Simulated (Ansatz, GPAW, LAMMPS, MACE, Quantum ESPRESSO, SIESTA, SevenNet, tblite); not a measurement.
# Which run comes nearest? Rapidly quenched Si24Mg76 (at. %) (110 atoms)

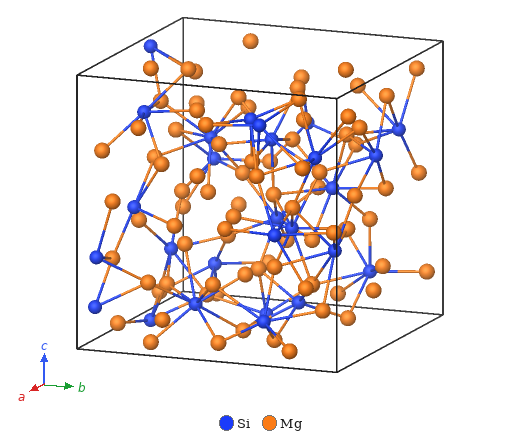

The cell (silicon blue, magnesium orange). Bonds to atoms that aren't drawn are left out. Some periodic images of atoms are drawn too.

Density of this cell: 1.86 g/cm³. The cell holds 110 atoms: 26 Si and 84 Mg. Its edges and angles: a = 13.533 Å, b = 13.533 Å, c = 13.533 Å, α = 90.0°, β = 90.0°, γ = 90.0°. 110 atoms (26 Si, 84 Mg) placed at random at 1.75 g/cm³, melted at 2000 K for 10 ps at fixed volume with the MEAM Al-Si-Mg-Cu-Fe potential (Jelinek et al., Phys. Rev. B 85, 245102 (2012)). Quenched from 2000 K to 300 K at 5 K/ps and zero pressure, held 5 ps.

Geometry: as built.

The reference, a calculation:

```
method                 : Kohn-Sham DFT, PBE, SSSP efficiency 1.3.0 pseudopotentials, plane waves (Quantum ESPRESSO 7.5); sssp-pbe-1.3.0-efficiency, cutoffs 45/360 Ry, Γ point
r.m.s. force component : 0.3326 eV/Å
longest force          : 1.452 eV/Å
pressure               : -1.376 GPa
time                   : 16 min on 1 thread of Arm Neoverse V2, shared host
CPU time               : 16 min
```

Q: Estimate the differences from the reference, the CPU time and the memory of each run.
- SIESTA PBE, DZP, shift 0.01 Ry, mesh 100 Ry (SIESTA 5.4.2; 2 MPI ranks)
- GPAW PBE, LCAO szp(dzp), h 0.2 Å (GPAW 26.7.0; 1 thread)
- GPAW revPBE, LCAO dzp, h 0.2 Å (GPAW 26.7.0; 2 MPI ranks)
- GPAW PBE, LCAO dzp, h 0.22 Å (GPAW 26.7.0; 1 thread)
- MACE MP-0b2 small potential (MACE MP-0b2 small; 1 thread)
- SIESTA PBE, SZP, shift 0.01 Ry, mesh 500 Ry (SIESTA 5.4.2; 2 MPI ranks)
- SIESTA PBE, TZP, shift 0.01 Ry, mesh 500 Ry (SIESTA 5.4.2; 4 MPI ranks)
- SIESTA PBE, DZP, shift 0.01 Ry, mesh 500 Ry (SIESTA 5.4.2; 2 MPI ranks)
- MACE MP-0b3 medium potential (MACE MP-0b3 medium; 1 thread)
- GPAW PBE, LCAO dzp, h 0.2 Å (GPAW 26.7.0; 2 MPI ranks)

Differences are against the plane-wave reference, forces as r.m.s. over components; share is that over the reference's r.m.s. force, slope the least-squares factor from reference forces to these. Total energies of different programs have different zeros and aren't compared.

| run | Δ force, r.m.s. (meV/Å) | share (%) | slope | Δ pressure (GPa) | cores | CPU time | memory (GiB) |
| --- | --- | --- | --- | --- | --- | --- | --- |
| reference | - | - | - | - | 1 | 16 min | 5.5 |
| SIESTA PBE, DZP, shift 0.01 Ry, mesh 100 Ry (coarse) | 193 | 58.0 | 1.260 | 1.93 | 2 | 1.7 min | 0.71 |
| GPAW PBE, LCAO szp(dzp), h 0.2 Å (coarse) | 56.0 | 16.8 | 1.051 | - | 1 | 10 min | 2.7 |
| GPAW revPBE, LCAO dzp, h 0.2 Å | 53.6 | 16.1 | 1.093 | - | 2 | 20 min | 3.7 |
| GPAW PBE, LCAO dzp, h 0.22 Å (coarse) | 37.5 | 11.3 | 1.050 | - | 1 | 14 min | 2.1 |
| MACE MP-0b2 small potential | 110 | 33.1 | 0.809 | 0.0762 | 1 | 5.9 s | 0.66 |
| SIESTA PBE, SZP, shift 0.01 Ry, mesh 500 Ry (coarse) | 131 | 39.4 | 1.245 | 1.61 | 2 | 9 min | 3 |
| SIESTA PBE, TZP, shift 0.01 Ry, mesh 500 Ry | 111 | 33.4 | 1.233 | 0.765 | 4 | 13 min | 3.9 |
| SIESTA PBE, DZP, shift 0.01 Ry, mesh 500 Ry | 130 | 39.0 | 1.261 | 1.34 | 2 | 11 min | 3.2 |
| MACE MP-0b3 medium potential | 107 | 32.3 | 0.803 | -0.0685 | 1 | 7 s | 1.0 |
| GPAW PBE, LCAO dzp, h 0.2 Å | 37.6 | 11.3 | 1.050 | - | 2 | 19 min | 3.7 |

Rows marked coarse were listed beforehand as settings not expected to be converged; some can still land near the reference.

Times of the machine-learned potentials are mostly Python's start and the loading of weights.

CPU time is summed over cores on a shared host, where runs went side by side, so it is rough. Symmetry, cutoffs, thresholds, outputs and thread counts weren't matched or tuned between programs; memory under MPI is the largest rank's times the ranks.

The PBE runs in local orbitals, coarse settings apart, differ by 11 % (GPAW PBE, LCAO dzp, h 0.2 Å) to 39 % (SIESTA PBE, DZP, shift 0.01 Ry, mesh 500 Ry); basis, grid and potentials can all enter. Machine-learned potentials differ by 32 % (MACE MP-0b3 medium potential) to 33 % (MACE MP-0b2 small potential); they were trained on other programs' data. Among those trained on PBE data the slope goes as low as 0.80. Rows with another functional or a dispersion term differ by 16 % (GPAW revPBE, LCAO dzp, h 0.2 Å), which mixes the change of model with differences of basis and potentials. Runs with settings chosen to be coarse differ by 11 % (GPAW PBE, LCAO dzp, h 0.22 Å) to 58 % (SIESTA PBE, DZP, shift 0.01 Ry, mesh 100 Ry), their programs' other errors included. Machine-learned potentials mimic data converged in k, so the reference's own k-point error enters their differences. The network of bonds at the start is that of the classical potential that made the cell, and needn't be the one that DFT or experiment would give. The electronic-structure runs sample only Γ, in a cell whose shortest periodic width is 14 Å, which is coarse for a cell with partly filled levels.

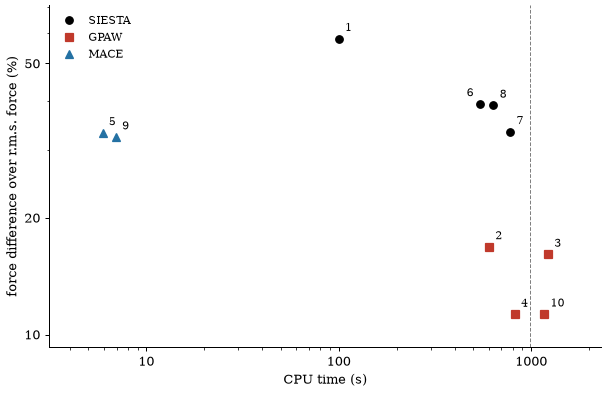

Force difference against CPU time; the dashed line marks the reference's time. Points: 1 SIESTA PBE, DZP, shift 0.01 Ry, mesh 100 Ry; 2 GPAW PBE, LCAO szp(dzp), h 0.2 Å; 3 GPAW revPBE, LCAO dzp, h 0.2 Å; 4 GPAW PBE, LCAO dzp, h 0.22 Å; 5 MACE MP-0b2 small potential; 6 SIESTA PBE, SZP, shift 0.01 Ry, mesh 500 Ry; 7 SIESTA PBE, TZP, shift 0.01 Ry, mesh 500 Ry; 8 SIESTA PBE, DZP, shift 0.01 Ry, mesh 500 Ry; 9 MACE MP-0b3 medium potential; 10 GPAW PBE, LCAO dzp, h 0.2 Å.

[Logs are printed without paths, hosts, clocks, repeated set-up lines and the standing remarks that a program may print on its own settings, such as how far it seeks lower states.]

[Hosts, paths, dates, database ids (printed as entryN), source tags and the programs' standing remarks are cut or masked in the printed files.]
